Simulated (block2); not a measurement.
# SnH4 (SMILES [SnH4]) at DMRG/STO-6G

Aim: the vertical singlet–triplet gap of SnH4 at DMRG/STO-6G, from 2 runs. Input form: a Python script.

The results are computed with block2 0.5.4.

4 further runs of the same task are left out: 4 set aside as unsound or not needed. Runs told in other sessions of the task aren't counted.

## (1) The system as given

SnH4 has 5 atoms, charge 0, and is taken as a singlet. As SMILES, `[SnH4]`. The shape is that of a PBE0-D4/def2-TZVP optimisation.

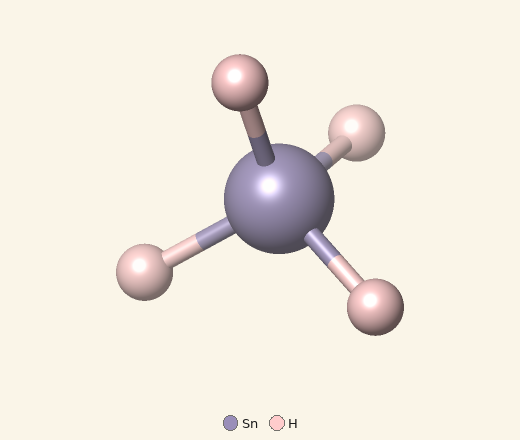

The structure, seen from a chosen angle (tin purple, hydrogen pink).

## (2) A single-point energy at DMRG/STO-6G

Input file job.py:

```python
import numpy as np
from pyscf import cc, dft, gto, mcscf, mp, scf
from pyblock2._pyscf.ao2mo import integrals as itg
from pyblock2.driver.core import DMRGDriver, SymmetryTypes

geom = """
Sn     0.000030     0.000010     0.000040
H      0.823920    -0.853480     1.222940
H     -1.563610     0.403420     0.543140
H     -0.116810    -0.974610    -1.392490
H      0.856470     1.424640    -0.373640
"""
mol = gto.M(
    atom=geom,
    basis="sto-6g",
    spin=0,
    verbose=3,
)
print("basis functions               : %d" % (mol.nao))
mf = scf.RHF(mol)
mf.conv_tol = 1e-10
mf.max_cycle = 200
mf.kernel()
if not mf.converged:
    mf = mf.newton().run(mf.mo_coeff, mf.mo_occ)
print("reference energy              : %.10f" % (mf.e_tot))
# MP2, CCSD and CCSD(T) with the same frozen core
ref = mf
pt = mp.MP2(ref, frozen=18).run()
mycc = cc.CCSD(ref, frozen=18)
mycc.max_cycle = 150
mycc.kernel()
print(f"E(MP2)                        : {pt.e_tot:.10f}")
if mycc.converged:
    print(f"E(CCSD)                       : {mycc.e_tot:.10f}")
    print("E(CCSD(T))                    : %.10f" % (mycc.e_tot + mycc.ccsd_t()))
    print("T1 diagnostic                 : %.4f" % (mycc.get_t1_diagnostic()))
# a few density functionals on the same geometry and basis
ks = dft.RKS(mol, xc="hse06").set(conv_tol=1e-9, verbose=3).run()
if ks.converged:
    print(f"E(HSE06)                      : {ks.e_tot:.8f}")
ks = dft.RKS(mol, xc="r2scan").set(conv_tol=1e-9, verbose=3).run()
if ks.converged:
    print(f"E(r2SCAN)                     : {ks.e_tot:.8f}")
ks = dft.RKS(mol, xc="b3lyp").set(conv_tol=1e-9, verbose=3).run()
if ks.converged:
    print("E(B3LYP)                      : %.8f" % (ks.e_tot))
# rotate to MP2 natural orbitals
occ_no, mo = mcscf.addons.make_natural_orbitals(mp.MP2(mf, frozen=18).run())
mf.mo_coeff = mo
ncas, n_elec, spin, ecore, h1e, g2e, orb_sym = itg.get_rhf_integrals(mf, ncore=18, ncas=13, pg_symm=False, g2e_symm=8)
dmrg = DMRGDriver(scratch="./tmp", symm_type=SymmetryTypes.SU2, stack_mem=1500 << 20, n_threads=1)
dmrg.initialize_system(n_sites=ncas, n_elec=n_elec, spin=spin, orb_sym=orb_sym)
mpo = dmrg.get_qc_mpo(h1e=h1e, g2e=g2e, ecore=ecore, iprint=1)
occs = np.array([1.7] * 9 + [0.3] * 4)
psi = dmrg.get_random_mps(tag="GS", bond_dim=75, nroots=1, occs=occs)
bond_dims = [75] * 2 + [112] * 3 + [150] * 3
noises = [0.0001] * 2 + [0.0001] * 3 + [1e-05] * 3 + [0]
thrds = [1e-07] * 8
e = dmrg.dmrg(mpo, psi, n_sweeps=14, tol=1e-06, bond_dims=bond_dims, noises=noises, thrds=thrds, iprint=2)
ms, dws, es = dmrg.get_dmrg_results()
print("discarded weight              : %.3e" % (dws[-1]))
print(f"final energy                  : {e:.10f}")
dm1 = dmrg.get_1pdm(psi)
print("natural occupations           :", np.round(np.linalg.eigvalsh(dm1)[::-1], 5).tolist())
c_act = mf.mo_coeff[:, 18:31]
dm_ao = c_act @ dm1 @ c_act.T + 2 * mf.mo_coeff[:, :18] @ mf.mo_coeff[:, :18].T
print("dipole moment (debye)         :", np.round(scf.hf.dip_moment(mol, dm_ao, verbose=0), 4).tolist())
print("max block entropy             : %.4f" % (max(dmrg.get_bipartite_entanglement(psi))))
csf, coef = dmrg.get_csf_coefficients(psi, cutoff=0.05, iprint=1)
print(f"leading coefficient squared   : {np.max(np.abs(coef)) ** 2:.4f}")
# exact diagonalisation in the same space
ci = mcscf.CASCI(mf, 13, (9, 9))
ci.fix_spin_(ss=0)
ci.fcisolver.conv_tol = 1e-10
ci.fcisolver.max_cycle = 200
ci.kernel()
print(f"FCI energy                    : {ci.e_tot:.10f}")
```

The run is started by

```sh
$ python job.py
```

The log of the run:

```text
basis functions               : 31
[... 80 lines left out ...]
 <-- Site =    8-   9 .. Mmps =   75 Ndav =   5 E =  -5996.7345095076 Error = 4.68e-07 FLOPS = 3.54e+09 Tdav = 0.03 T = 0.07
[... 40 lines left out ...]
 <-- Site =    9-  10 .. Mmps =   35 Ndav =   1 E =  -5996.7354930200 Error = 0.00e+00 FLOPS = 2.34e+09 Tdav = 0.00 T = 0.04
[... 40 lines left out ...]
 <-- Site =   10-  11 .. Mmps =   10 Ndav =   1 E =  -5996.7355098476 Error = 0.00e+00 FLOPS = 1.38e+09 Tdav = 0.00 T = 0.02
[... 40 lines left out ...]
 <-- Site =   11-  12 .. Mmps =    3 Ndav =   1 E =  -5996.7355184433 Error = 0.00e+00 FLOPS = 6.73e+08 Tdav = 0.00 T = 0.00
[... 26 lines left out ...]
 --> Site =    6-   7 .. Mmps =  150 Ndav =   2 E =  -5996.7355183224 Error = 1.01e-08 FLOPS = 4.24e+09 Tdav = 0.17 T = 0.63
 --> Site =    7-   8 .. Mmps =  150 Ndav =   3 E =  -5996.7355202816 Error = 5.43e-07 FLOPS = 4.35e+09 Tdav = 0.29 T = 0.49
 --> Site =    8-   9 .. Mmps =  149 Ndav =   1 E =  -5996.7355184576 Error = 7.05e-20 FLOPS = 3.62e+09 Tdav = 0.02 T = 0.15
 --> Site =    9-  10 .. Mmps =   79 Ndav =   1 E =  -5996.7355184576 Error = 1.80e-19 FLOPS = 2.38e+09 Tdav = 0.00 T = 0.09
 --> Site =   10-  11 .. Mmps =   65 Ndav =   1 E =  -5996.7355184576 Error = 8.39e-20 FLOPS = 1.35e+09 Tdav = 0.00 T = 0.03
 --> Site =   11-  12 .. Mmps =   36 Ndav =   1 E =  -5996.7355184576 Error = 8.18e-21 FLOPS = 5.04e+08 Tdav = 0.00 T = 0.01
[... 8 lines left out ...]
discarded weight              : 5.431e-07
final energy                  : -5996.7355202816
natural occupations           : [1.99995, 1.99995, 1.99976, 1.99976, 1.99976, 1.98122, 1.96731, 1.96731, 1.9673, 0.0362, 0.02716, 0.02715, 0.02715]
dipole moment (debye)         : [0.0002, 0.0001, 0.0003]
max block entropy             : 0.3297
mps center changed (temporarily)
DTRIE T =      0.001
Number of CSF =         10 (cutoff =      0.05)
Sum of weights of included CSF =    0.975699771317559

CSF          0 2222222220000  =   -0.970612797227760
CSF          1 222222+2-0+0-  =   -0.065965619419368
CSF          2 2222222+-0+-0  =   -0.063637900164879
CSF          3 222222+-200+-  =   -0.061982793895515
CSF          4 22222+22-+-00  =    0.061901050914973
CSF          5 22222+-22+00-  =    0.061790852632152
CSF          6 22222+2-2+0-0  =    0.061057235487686
CSF          7 222222+-2+-00  =   -0.058367002791413
CSF          8 2222222+-+00-  =   -0.057749006726322
CSF          9 222222+2-+0-0  =   -0.056990935962454
leading coefficient squared   : 0.9421
CASCI E = -5996.73552066928  E(CI) = -89.8872256581899  S^2 = 0.0000000
FCI energy                    : -5996.7355206693
```

It took 50 s on 1 thread of Arm Neoverse V2, shared host; peak memory 0.37 GiB.

## (3) The triplet: the energy at DMRG/STO-6G

Input file mol.xyz:

```xyz
5
H4Sn
Sn     0.000030     0.000010     0.000040
H      0.823920    -0.853480     1.222940
H     -1.563610     0.403420     0.543140
H     -0.116810    -0.974610    -1.392490
H      0.856470     1.424640    -0.373640
```

Input file dmrg.py:

```python
import numpy as np
from pyscf import cc, dft, gto, mcscf, mp, scf
from pyblock2._pyscf.ao2mo import integrals as itg
from pyblock2.driver.core import DMRGDriver, SymmetryTypes

mol = gto.M(atom="mol.xyz", basis="sto-6g", spin=2, verbose=3)
print("nao                     : %d" % (mol.nao))
mf = scf.ROHF(mol)
mf.conv_tol = 1e-10
mf.max_cycle = 200
mf.kernel()
if not mf.converged:
    mf = mf.newton().run(mf.mo_coeff, mf.mo_occ)
print("E(HF)                   : %.10f" % (mf.e_tot))
ref = scf.UHF(mol).run(mf.make_rdm1(), conv_tol=1e-10)
pt = mp.MP2(ref, frozen=18).run()
mycc = cc.CCSD(ref, frozen=18)
mycc.max_cycle = 150
mycc.kernel()
print(f"MP2 total energy        : {pt.e_tot:.10f}")
if mycc.converged:
    print(f"E(CCSD)                 : {mycc.e_tot:.10f}")
    print(f"E(CCSD(T))              : {mycc.e_tot + mycc.ccsd_t():.10f}")
ks = dft.UKS(mol, xc="hse06").set(conv_tol=1e-9, verbose=3).run(mf.make_rdm1())
if ks.converged:
    print(f"E(HSE06)                : {ks.e_tot:.8f}")
ks = dft.UKS(mol, xc="r2scan").set(conv_tol=1e-9, verbose=3).run(mf.make_rdm1())
if ks.converged:
    print(f"E(r2SCAN)               : {ks.e_tot:.8f}")
ks = dft.UKS(mol, xc="b3lyp").set(conv_tol=1e-9, verbose=3).run(mf.make_rdm1())
if ks.converged:
    print("E(B3LYP)                : %.8f" % (ks.e_tot))
occ_no, mo = mcscf.addons.make_natural_orbitals(mp.MP2(mf.to_uhf(), frozen=18).run())
mf.mo_coeff = mo
ncas, n_elec, spin, ecore, h1e, g2e, orb_sym = itg.get_rhf_integrals(mf, ncore=18, ncas=13, pg_symm=False, g2e_symm=8)
driver = DMRGDriver(scratch="./tmp", symm_type=SymmetryTypes.SU2, stack_mem=1500 << 20, n_threads=1)
driver.initialize_system(n_sites=ncas, n_elec=n_elec, spin=spin, orb_sym=orb_sym)
mpo = driver.get_qc_mpo(h1e=h1e, g2e=g2e, ecore=ecore, iprint=0)
occs = np.array([1.9] * 8 + [1.0] * 2 + [0.1] * 3)
ket = driver.get_random_mps(tag="GS", bond_dim=25, nroots=1, occs=occs)
bond_dims = [25] * 4 + [50] * 4 + [100] * 2
noises = [0.0001] * 4 + [0.0001] * 4 + [1e-05] * 2 + [0]
thrds = [1e-07] * 10
e = driver.dmrg(mpo, ket, n_sweeps=16, tol=1e-06, bond_dims=bond_dims, noises=noises, thrds=thrds, iprint=2)
ms, dws, es = driver.get_dmrg_results()
print("DW                      : %.3e" % (dws[-1]))
print("final energy            : %.10f" % (e))
dm1 = driver.get_1pdm(ket)
print("occupation numbers      :", np.round(np.linalg.eigvalsh(dm1)[::-1], 5).tolist())
c_act = mf.mo_coeff[:, 18:31]
dm_ao = c_act @ dm1 @ c_act.T + 2 * mf.mo_coeff[:, :18] @ mf.mo_coeff[:, :18].T
print("dipole / D              :", np.round(scf.hf.dip_moment(mol, dm_ao, verbose=0), 4).tolist())
print(f"max block entropy       : {max(driver.get_bipartite_entanglement(ket)):.4f}")
ci = mcscf.CASCI(mf, 13, (10, 8))
ci.fix_spin_(ss=2)
ci.fcisolver.conv_tol = 1e-10
ci.fcisolver.max_cycle = 200
ci.kernel()
print("exact diagonalisation   : %.10f" % (ci.e_tot))
```

The run is started by

```sh
$ python dmrg.py
```

The log of the run:

```text
nao                     : 31
converged SCF energy = -5996.1485028543
E(HF)                   : -5996.1485028543

WARN: HOMO 0.138813263661948 >= LUMO -0.0612591701236965

WARN: HOMO 0.135994103744989 >= LUMO -0.0523213992821434

WARN: HOMO 0.132371242384661 >= LUMO -0.0367540751103755

WARN: HOMO 0.132617964748048 >= LUMO -0.0364684278326695

WARN: HOMO 0.132559632178557 >= LUMO -0.0364909941648444

WARN: HOMO 0.132577268754581 >= LUMO -0.0364889903786436

WARN: HOMO 0.13257828321653 >= LUMO -0.0364890384119088

WARN: HOMO 0.132579265213882 >= LUMO -0.0364888385222656

WARN: HOMO 0.132578663078553 >= LUMO -0.0364891589310202

WARN: HOMO 0.132578608136751 >= LUMO -0.0364892487445164

[... 35 lines left out ...]
WARN: HOMO 0.193903711260297 >= LUMO -0.177164088928178
[... 92 lines left out ...]
 --> Site =    7-   8 .. Mmps =   25 Ndav =  14 E =  -5996.2952527549 Error = 1.55e-06 FLOPS = 1.47e+09 Tdav = 0.01 T = 0.03
[... 66 lines left out ...]
 <-- Site =    0-   1 .. Mmps =   21 Ndav =   1 E =  -5996.3443150385 Error = 2.28e-21 FLOPS = 1.02e+08 Tdav = 0.00 T = 0.00
[... 75 lines left out ...]
 <-- Site =    8-   9 .. Mmps =   50 Ndav =   5 E =  -5996.3501467447 Error = 1.55e-04 FLOPS = 3.27e+09 Tdav = 0.02 T = 0.05
[... 66 lines left out ...]
 --> Site =    7-   8 .. Mmps =  100 Ndav =   5 E =  -5996.3519111017 Error = 3.40e-05 FLOPS = 4.21e+09 Tdav = 0.22 T = 0.34
[... 61 lines left out ...]
 <-- Site =    5-   6 .. Mmps =  100 Ndav =   2 E =  -5996.3519363711 Error = 3.54e-08 FLOPS = 3.75e+09 Tdav = 0.06 T = 0.44
 <-- Site =    4-   5 .. Mmps =  100 Ndav =   1 E =  -5996.3519362582 Error = 3.82e-18 FLOPS = 3.19e+09 Tdav = 0.01 T = 0.11
 <-- Site =    3-   4 .. Mmps =   73 Ndav =   1 E =  -5996.3519362582 Error = 5.36e-20 FLOPS = 3.02e+09 Tdav = 0.01 T = 0.08
 <-- Site =    2-   3 .. Mmps =   41 Ndav =   1 E =  -5996.3519362582 Error = 3.23e-20 FLOPS = 1.82e+09 Tdav = 0.00 T = 0.03
 <-- Site =    1-   2 .. Mmps =   14 Ndav =   1 E =  -5996.3519362582 Error = 1.57e-21 FLOPS = 6.99e+08 Tdav = 0.00 T = 0.02
 <-- Site =    0-   1 .. Mmps =    4 Ndav =   1 E =  -5996.3519362582 Error = 2.60e-21 FLOPS = 4.74e+07 Tdav = 0.00 T = 0.00
[... 8 lines left out ...]
DW                      : 3.786e-05
final energy            : -5996.3520217994
occupation numbers      : [1.99997, 1.99997, 1.9994, 1.9994, 1.9994, 1.85261, 1.68191, 1.68165, 1.68081, 0.31597, 0.31512, 0.31486, 0.15891]
dipole / D              : [-0.0002, -0.0002, -0.0004]
max block entropy       : 1.6823
CASCI E = -5996.35208483024  E(CI) = -89.5097163564951  S^2 = 2.0000000
exact diagonalisation   : -5996.3520848302
```

Run time: 76 s. Hardware: 1 thread of Arm Neoverse V2, shared host; peak memory 0.34 GiB.

## (4) Results

At DMRG/STO-6G, 18 core orbitals frozen:

```
                                                                   quantity           value
                                           run 1, DMRG/STO-6G: total energy  -5996.73552 Eh
run 1, DMRG/STO-6G: dipole moment (of the density that the program reports)          0.00 D
                         run 1, DMRG/STO-6G: T1 diagnostic of the CCSD step           0.004
                                                      triplet: total energy  -5996.35202 Eh
           triplet: dipole moment (of the density that the program reports)          0.00 D
                           vertical energy of the triplet above the singlet       10.436 eV
```

What this shows: At this shape the triplet lies 10.44 eV (1007 kJ/mol) above the singlet. In a minimal basis such a difference can be off by several eV, whatever the method. Relativity is left out (run 1, DMRG/STO-6G) although the molecule holds a heavy atom. Relativity is left out (triplet) although the molecule holds a heavy atom.
